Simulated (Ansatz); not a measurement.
# Single-point calculation, with input and output: LiB7 (charge −1)

- system: LiB7, charge −1, multiplicity 2
- method: UHF-MP2, frozen core/def2-TZVPD (Ansatz 0.2.0)

The geometry comes from this level: B3LYP-D4/def2-SVPD.

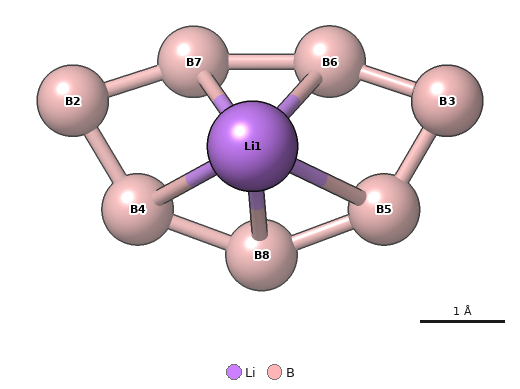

Fig. 1: The input geometry (ball-and-stick view, seen on its broad side; atoms are numbered from 1 in the order of the input). Sticks mark near contacts.

### The input
```yaml
crystal:
  periodic: [false, false, false]
  atoms:
    - {symbol: Li, position_ang: [0.500488, 0.599910, 1.261558]}
    - {symbol: B, position_ang: [-0.887239, -1.808110, 1.142701]}
    - {symbol: B, position_ang: [-0.091156, 2.080330, -1.010007]}
    - {symbol: B, position_ang: [0.422594, -1.598662, 0.386441]}
    - {symbol: B, position_ang: [0.946234, 0.960277, -1.031685]}
    - {symbol: B, position_ang: [-0.878561, 0.861499, -0.489534]}
    - {symbol: B, position_ang: [-1.164450, -0.552390, 0.293753]}
    - {symbol: B, position_ang: [1.152080, -0.542855, -0.553237]}
basis:
  gaussian: {orbitals: def2-TZVPD, initial_orbitals: start.molden}
total_charge: -1
magnetization: {spin_polarized: true, initial_magnetization: 1}
correlation: {method: mp2}
scf: {omitted_lower_state_checks: [starts]}
output: {orbitals: {seedname: orbitals}}
```

Run on 4 threads of Arm Neoverse V1, 23 GiB of memory available, shared host.

Run as:
```bash
ansatz run in.yaml --threads 4 --pin off --events-out ev --progress --plain --max-ram 4787MiB
```

### Output
```
Functional definition: HF
  name "HF"
  cite "Fock, Z. Phys. 61, 126 (1930) doi:10.1007/BF01340294"
  parent pbe
  exchange = exact_x
  correlation = 0
these checks for a lower state are left out or cut short: starts
1780 factors; integrals over basis functions are off by at most 6.3e-4 eV
mean field evaluation 1: about -4898.2339 eV, gradient 1.6e1 eV
mean field evaluation 2: about -4899.3603 eV, gradient 1.3e0 eV
mean field evaluation 4: about -4899.4191 eV, gradient 1.6e-1 eV
mean field evaluation 8: about -4899.4199 eV, gradient 5.1e-5 eV
mean field -4899.41985736 eV, -180.0503588119 hartree, gradient 1.6e-6 eV, S^2 1.987700; 0 other end points of the search recorded, 0 dependent functions left out
7 core orbitals not correlated: weight in the atoms' cores, before any rotation towards them, 1.000 or more for the frozen orbitals, at most 0.000 for the correlated occupied ones
reference -4899.41985736 eV, -180.0503588119 hartree; 13, 12 occupied and 256, 257 virtual orbitals, 1780 factors
second order -18.67080449 eV of doubles, -0.00000000 eV of singles
Total energy: -4918.09066185 eV, -180.7364982214 hartree
Checks for a lower state left out: starts
```

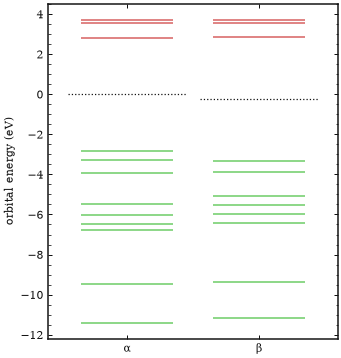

Fig. 2: Orbital energies near the frontier for α and β spins; the dotted line parts filled from empty levels, and levels within 0.02 eV of each other stand side by side. α: highest filled −2.82 eV, lowest empty 2.83 eV, 5.65 eV apart; β: highest filled −3.33 eV, lowest empty 2.84 eV, 6.17 eV apart.

### Results in brief

- outcome: converged
- total energy: −4918.0907 eV
- mean-field energy: −4899.4199 eV
- ⟨S²⟩: 1.988
- SCF solution under orbital rotations: stable
- HOMO (either spin): −2.82 eV
- LUMO (either spin): 2.83 eV
- wall time: 13 s (CPU time 48 s)
- peak memory: 1 GiB

⟨S²⟩ is 1.99 against 0.75 for a pure state: the solution is spin-contaminated.
